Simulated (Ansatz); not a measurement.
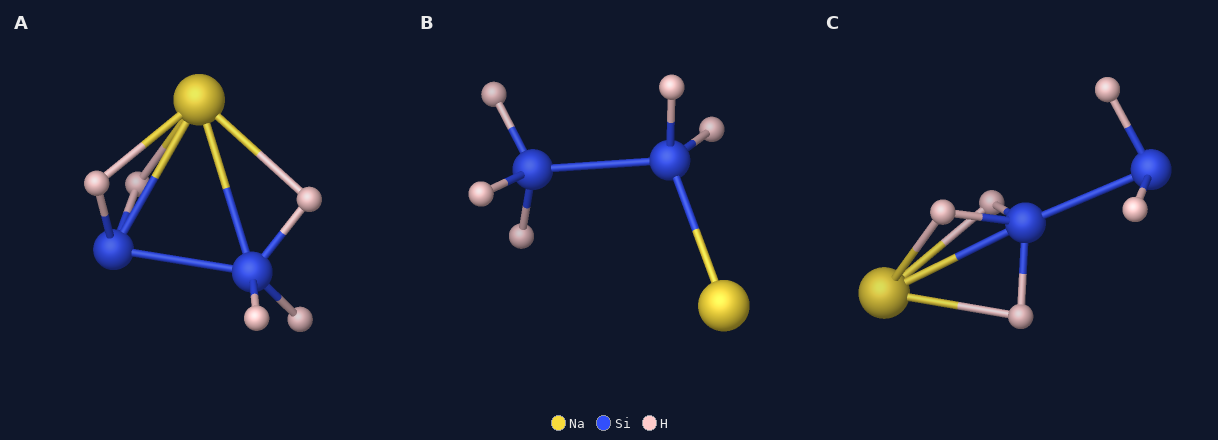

3 stationary structures of one formula. Geometries: PBE-D4/def2-SVP. Electronic energies: PBE-D4/def2-SVP (Ansatz 0.2.0), without zero-point energy. No frequency run is at hand to confirm each as a minimum. Each is one conformer, not always the lowest.

> Which structure is the most stable?

B is lowest (Cs); A lies 0.142 eV above it (Cs), C lies 0.937 eV above it.
